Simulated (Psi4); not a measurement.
**B2PLYP/cc-pVQZ (density fitting, density fitting for correlation, sweep point 6) run of AlH (SMILES [AlH])**

Aim: the vertical ionisation energy of AlH at B2PLYP/cc-pVQZ (density fitting, density fitting for correlation, sweep point 6), from 2 runs. 

The calculation is run with Psi4 1.11.

**1. The system as given**

The species is AlH (2 atoms), meant as a singlet with charge 0. As SMILES, `[AlH]`. The shape comes from GFN2-xTB, which is rough for such elements, and wasn't checked as a minimum.

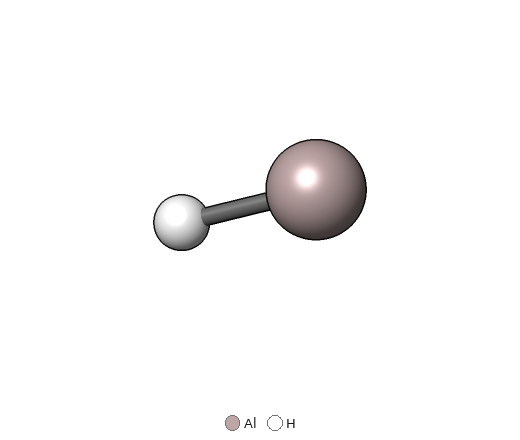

Viewed from a chosen angle; aluminium light grey, hydrogen white.

**2. A single-point energy at B2PLYP/cc-pVQZ (density fitting, density fitting for correlation, sweep point 6)**

job.inp reads:

```
memory 1600 MB

molecule {
  0 1
  Al     0.000000     0.000000     0.000000
  H      0.000000     0.000000     1.613470
  symmetry c1
}

set basis cc-pVQZ
set puream true
set scf_type df
set dft_radial_points 99
set dft_spherical_points 590
set num_frozen_docc 0

energy_value, wavefunction = energy("b2plyp", return_wfn=True)
```

Launch:

```
$ psi4 job.inp job.out -n 1
```

job.out:

```text
[...]
  Running in c1 symmetry.
[...]
  Nuclear repulsion =    4.263670064339592
[...]
  Multiplicity = 1
[...]
  Nalpha       = 7
  Nbeta        = 7
[...]
    Number of basis functions: 89
[...]
   @DF-RKS iter   1:  -242.83582834385075   -4.30785e-01   1.33463e-03 DIIS/ADIIS
[...]
   @DF-RKS iter   5:  -242.84576769735176   -3.90420e-07   4.95839e-07 DIIS
[...]
    Orbital Energies [Eh]
    ---------------------
    Doubly Occupied:
       1A    -57.073857     2A     -4.456649     3A     -2.910047
       4A     -2.910047     5A     -2.905116     6A     -0.424873
       7A     -0.240930
[...]
  @DF-RKS Final Energy:  -242.84576769735176
   => Energetics <=
    Nuclear Repulsion Energy =              4.2636700643395917
    One-Electron Energy =                -345.8991360886067810
    Two-Electron Energy =                 107.8385944448445599
    DFT Exchange-Correlation Energy =      -9.0488961179290968
    Empirical Dispersion Energy =           0.0000000000000000
    VV10 Nonlocal Energy =                  0.0000000000000000
    Total Energy =                       -242.8457676973517607
[...]
 Multipole Moments:
 ------------------------------------------------------------------------------------
     Multipole            Electronic (a.u.)      Nuclear  (a.u.)        Total (a.u.)
 ------------------------------------------------------------------------------------
 L = 1.  Multiply by 2.5417464519 to convert [e a0] to [Debye]
 Dipole X            :          0.0000000            0.0000000            0.0000000
 Dipole Y            :          0.0000000            0.0000000            0.0000000
 Dipole Z            :         -1.4831507            1.5119950            0.0288443
 Magnitude           :                                                    0.0288443
[...]
```

It took 5.7 s on 1 thread of AMD EPYC 7R43 (Zen 3), shared host; peak memory 0.58 GiB.

**3. The doublet cation, same level**

alh.inp reads:

```
memory 1600 mb

molecule {
  1 2
  Al     0.000000     0.000000     0.000000
  H      0.000000     0.000000     1.613470
  symmetry c1
}

set reference uks
set puream true
set scf_type df
set dft_radial_points 99
set dft_spherical_points 590
set num_frozen_docc 0
set maxiter 150

result = energy("b2plyp/cc-pVQZ")
print_variables()
```

Launch:

```
$ psi4 -i alh.inp -o alh.out -n 1
```

alh.out:

```text
[...]
  Running in c1 symmetry.
[...]
  Nuclear repulsion =    4.263670064339592
[...]
  Multiplicity = 2
[...]
  Nalpha       = 7
  Nbeta        = 6
[...]
    Number of basis functions: 89
[...]
   @DF-UKS iter   1:  -242.53580059796315   -1.30758e-01   1.33170e-03 DIIS/ADIIS
[...]
   @DF-UKS iter   8:  -242.55730784665985   -2.59298e-08   1.87844e-07 DIIS
[...]
   @S^2 Observed:                7.659839823E-01
[...]
    Orbital Energies [Eh]
    ---------------------
    Alpha Occupied:
       1A    -57.406127     2A     -4.784681     3A     -3.236402
       4A     -3.236402     5A     -3.235338     6A     -0.727035
       7A     -0.554602
    Alpha Virtual:
       8A     -0.271055     9A     -0.271055    10A     -0.142098
      11A     -0.091075    12A     -0.063796    13A     -0.063796
      14A     -0.061103    15A     -0.048765    16A     -0.048765
      17A     -0.042805    18A     -0.042805    19A      0.081393
      20A      0.128577    21A      0.256983    22A      0.256983
      23A      0.272165    24A      0.272165    25A      0.277773
[...]
  @DF-UKS Final Energy:  -242.55730784665985
   => Energetics <=
    Nuclear Repulsion Energy =              4.2636700643395917
    One-Electron Energy =                -341.5303832742189343
    Two-Electron Energy =                 103.6427034174621156
    DFT Exchange-Correlation Energy =      -8.9332980542426270
    Empirical Dispersion Energy =           0.0000000000000000
    VV10 Nonlocal Energy =                  0.0000000000000000
    Total Energy =                       -242.5573078466598531
[...]
 Multipole Moments:
 ------------------------------------------------------------------------------------
     Multipole            Electronic (a.u.)      Nuclear  (a.u.)        Total (a.u.)
 ------------------------------------------------------------------------------------
 L = 1.  Multiply by 2.5417464519 to convert [e a0] to [Debye]
 Dipole X            :          0.0000000            0.0000000            0.0000000
 Dipole Y            :          0.0000000            0.0000000            0.0000000
 Dipole Z            :         -1.6751573            1.5119950           -0.1631623
 Magnitude           :                                                    0.1631623
[...]
```

It took 8.7 s on 1 thread of AMD EPYC 7R43 (Zen 3), shared host; peak memory 0.58 GiB.

**4. Outcome**

At B2PLYP/cc-pVQZ (density fitting, density fitting for correlation, sweep point 6):

```
                                                                quantity          value
                                               singlet AlH: total energy  -242.87953 Eh
                          singlet AlH: HOMO energy (SCF part's orbitals)       -6.56 eV
                          singlet AlH: LUMO energy (SCF part's orbitals)       -0.82 eV
                        singlet AlH: HOMO–LUMO gap (SCF part's orbitals)        5.74 eV
                                            doublet cation: total energy  -242.58059 Eh
doublet cation: HOMO energy (SCF part's orbitals) (highest over α and β)      -15.09 eV
 doublet cation: LUMO energy (SCF part's orbitals) (lowest over α and β)       -9.17 eV
                                                    doublet cation: ⟨S²⟩          0.766
                      vertical ionisation energy (to the doublet cation)       8.135 eV
```

Removing an electron at fixed nuclei costs 8.13 eV (188 kcal/mol). −ε(HOMO) before ionisation, 6.56 eV, is 1.58 eV below this ionisation energy.
